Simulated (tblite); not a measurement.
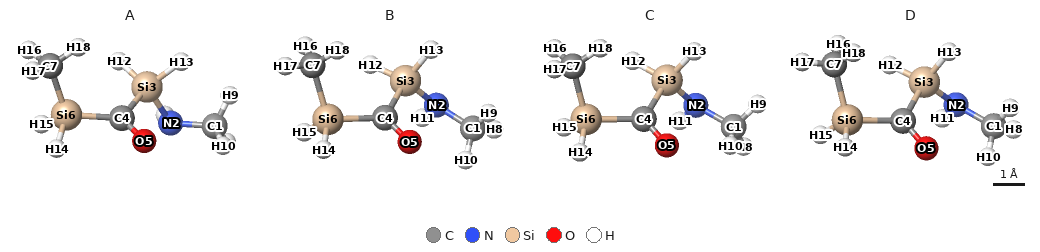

4 geometries from one relaxation of C₃H₁₁NOSi₂, in shuffled order. Style: ball-and-stick. Shown at a tilt.

These are results of tblite, GFN2-xTB geometry optimisation, gas phase, not measurements. 

Order the frames from highest to lowest energy.

Answer. A, C, B, D. They are steps 0, 46, 99, 179, at +18.0 kcal/mol, +1.92 kcal/mol, +0.42 kcal/mol relative to the last. Over 179 geometry steps the energy falls by 18.0 kcal/mol. The atom that moves furthest after the best rigid fit is H16 (1.02 Å). By element the largest moves are H 1.02 Å, N 0.64 Å, O 0.45 Å, Si 0.30 Å, C 0.18 Å. Near-neighbour distances that change, for instance: C4–Si6 1.831 → 1.934 Å, Si3–C4 1.854 → 1.947 Å, N2–Si3 1.791 → 1.718 Å, N2–H11 1.069 → 1.010 Å. Among the angles between lasting bonds that change: C1–N2–Si3 112.5° → 122.5°, N2–Si3–C4 106.1° → 113.3°, H14–Si6–H15 104.8° → 110.9°. Groups turn about Si6–C7 by about 55°, Si3–C4 by about 20°, C4–Si6 by about 20°. Cost: 2.2 s on 1 thread of Arm Neoverse N1, with other jobs on the host.
